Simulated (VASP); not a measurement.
Input:

```
CELL_PARAMETERS angstrom
      0.00000     3.23368     3.23368
      3.23368     0.00000     3.23368
      3.23368     3.23368     0.00000
ATOMIC_POSITIONS crystal
  Te 0.50000 0.50000 0.50000
  Pb 0.00000 0.00000 0.00000
```

Method: PBE GGA with D3 dispersion (Becke-Johnson damping), VASP's PBE PAW potentials (set 64) (plane waves; VASP 6.6.1). Settings: 520 eV cut-off, 8×8×8 Γ-centred mesh, tetrahedra with Blöchl corrections, potentials Te Pb_d.

Unless said otherwise, spin-orbit coupling is left out, though it shifts the bands of the heavy elements here.

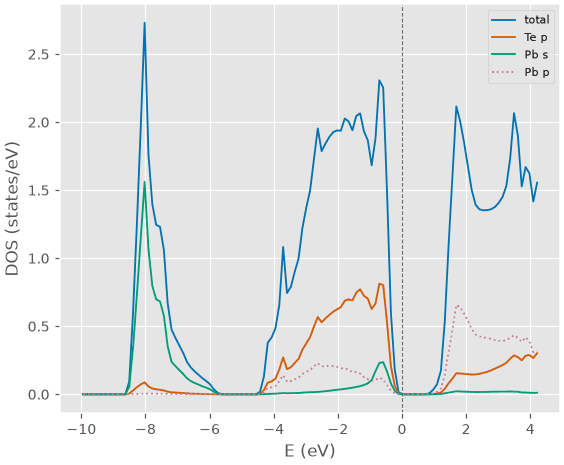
Figure. Total and projected density of states, zero at the valence-band maximum

Within 2 eV below the valence-band maximum the largest weight inside VASP's projection spheres is Te p.

The gap is direct, 0.74 eV, from the valence maximum at L to the conduction minimum at L.

The compound is PbTe in the rock salt structure. It was relaxed first.
